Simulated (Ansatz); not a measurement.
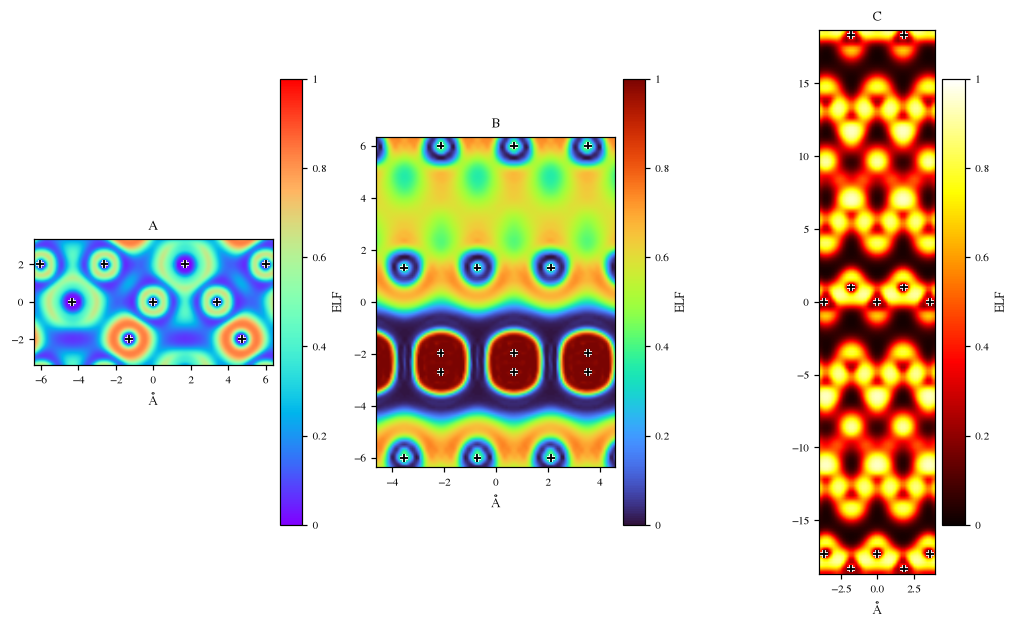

The electron localisation function of 3 systems, each on a plane through atoms (crosses mark nuclei in the plane).

Theory: DFT PBE, scalar-relativistic, plane waves, PAW (Ansatz).

System 1: Si6C, the (101) plane of the conventional cell. Space group I4₁/amd; a generated structure, not necessarily the stable one.

System 2: Ti2GeS, the (110) plane of the conventional cell. Space group P6₃/mmc; a generated structure, not necessarily the stable one; changed on purpose from its base cell (volume × 0.97, shape and atoms relaxed); computed pressure about 4 GPa in this cell; computed without spin polarisation.

```xyz
8
Lattice="3.4669 0.0000 0.0000 -1.7334 3.0024 0.0000 0.0000 0.0000 12.0465" Properties=species:S:1:pos:R:3 pbc="T T T"
Ti    0.0000    2.0016    1.3031
Ti    1.7335    1.0008    7.3263
Ti    1.7335    1.0008   10.7434
Ti    0.0000    2.0016    4.7202
Ge    0.0000    2.0016    9.0349
Ge    1.7335    1.0008    3.0116
S     0.0000    0.0000    6.0233
S     0.0000    0.0000    0.0000
```

System 3: Al3H2, the (101) plane of the conventional cell. Space group P-3m1; a generated structure, not necessarily the stable one; computed without spin polarisation.

```
CELL_PARAMETERS angstrom
2.83365 0.00000 0.00000
-1.41683 2.45401 0.00000
0.00000 0.00000 11.76621
ATOMIC_POSITIONS crystal
Al 0.66667 0.33333 0.80361
Al 0.33333 0.66667 0.19639
Al 0.00000 0.00000 0.00000
H 0.00000 0.00000 0.46811
H 0.00000 0.00000 0.53189
```

Which map belongs to which system?

Panel A is system 2, Ti2GeS: the plane holds Ti, Ge and S. Ti–S (2.39 Å): the ELF peaks at about 0.80 in the valence shell of S, 0.8 Å from its nucleus, and is about 0.35 at the midpoint. Panel B is system 3, Al3H2: the plane holds Al and H. H–H (0.75 Å): the ELF is about 1 at the midpoint. Panel C is system 1, Si6C: the plane holds Si and C. Si–C (2.07 Å): the ELF peaks at about 0.90 between the atoms.
